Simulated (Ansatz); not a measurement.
# GeH₆O₂Si: a ladder of functionals and wavefunction methods

How much do the methods differ for GeH₆O₂Si? The plan is to run it at one geometry with functionals of several rungs and with coupled cluster, and see how far each lands from CCSD(T) at the basis-set limit for the atomisation energy.

Computed with Ansatz 0.2.0, Gaussian basis. Level: functionals in def2-TZVPP, the program's frozen cores in correlated methods.

The runs, in order: PBE-D4, r2SCAN-D4, PBE0-D4, B3LYP-D4, ωB97X-V, ωB97M-V, B2PLYP; CCSD(T)/def2-TZVPP; MP2/def2-QZVPP; extrapolation to the limit.

### Step 1. Structure used throughout

The geometry comes from an earlier relaxation with PBE0-D4 in a triple-zeta def2 set; it is a stationary point, not always the lowest conformer.

SMILES `O[SiH2][GeH2][OH]`, 10 atoms, charge 0, spin multiplicity 1.

Atoms are counted from 1 here; the program's logs count them from 0.

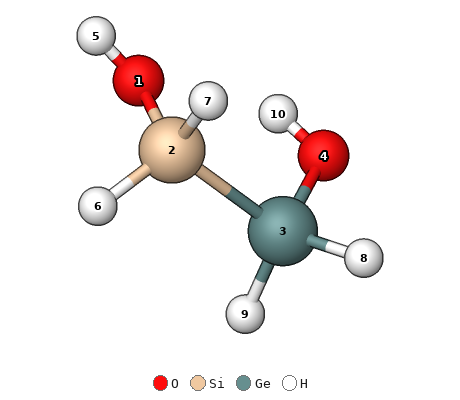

The structure; oxygen red, silicon light orange, germanium teal, hydrogen white; atoms are numbered from 1 in the order of the file.

### Step 2. PBE-D4 (GGA)

in.yaml

```yaml
crystal:
  periodic: [false, false, false]
  atoms:
    - {symbol: O, position_ang: [-1.051347, 0.459472, -1.383708]}
    - {symbol: Si, position_ang: [-0.350819, 1.125825, -0.035659]}
    - {symbol: Ge, position_ang: [0.620743, -0.816146, 0.960950]}
    - {symbol: O, position_ang: [0.959493, -1.913345, -0.411991]}
    - {symbol: H, position_ang: [-1.463867, 1.045028, -2.020384]}
    - {symbol: H, position_ang: [-1.359686, 1.799291, 0.830597]}
    - {symbol: H, position_ang: [0.664810, 2.149445, -0.412585]}
    - {symbol: H, position_ang: [1.973497, -0.585029, 1.653164]}
    - {symbol: H, position_ang: [-0.335211, -1.518780, 1.949716]}
    - {symbol: H, position_ang: [0.342369, -1.745781, -1.130109]}
basis:
  gaussian: {orbitals: def2-TZVPP}
hamiltonian: {xc: pbe, dispersion: d4}
output: {forces: true, orbitals: {seedname: orbitals}}
```

Run with:

```
$ ansatz run in.yaml --threads 4 --pin off --events-out ev --progress --plain --max-ram 10444MiB
```

Further steps of the session: r2SCAN-D4 (meta-GGA); PBE0-D4 (hybrid); B3LYP-D4 (hybrid); ωB97X-V (range-separated); ωB97M-V (range-separated); B2PLYP (double hybrid); CCSD(T) in def2-TZVPP; MP2 in def2-QZVPP.

Q: Predict the results of all the runs planned. Wanted: atomisation energy, CCSD(T)/CBS; farthest; mean size of error, hybrid; mean size of error, range-separated; gap, smallest and largest; T1 diagnostic; triples share of the correlation energy.

The runs gave:

```
                               quantity                                 value
        atomisation energy, CCSD(T)/CBS                        773.6 kcal/mol
functionals within 7.7 kcal/mol (1.0 %)   PBE-D4, r2SCAN-D4, ωB97X-V, ωB97M-V
                               farthest              PBE0-D4 (-19.1 kcal/mol)
             mean size of error, hybrid                         15.0 kcal/mol
    mean size of error, range-separated                          4.5 kcal/mol
              gap, smallest and largest  4.77 eV (PBE-D4), 11.26 eV (ωB97X-V)
                          T1 diagnostic                                0.0121
triples share of the correlation energy                                 3.4 %
```

What this shows: PBE-D4 misses by -5.7 kcal/mol. Double hybrids carry the basis error of their MP2 part in triple zeta, and no dispersion term here, so their miss is partly the set-up's. Misses under about 7.7 kcal/mol are within the doubt on the reference itself, which lacks core-valence correlation, relativity and higher excitations, and its outer-core shells are covered unevenly. Hartree-Fock recovers 70 % of the binding; the rest is correlation. Orbital gaps span 4.8 to 11.3 eV; exact exchange widens them. Correlated methods include outer-core shells of Ge, which these sets cover unevenly.
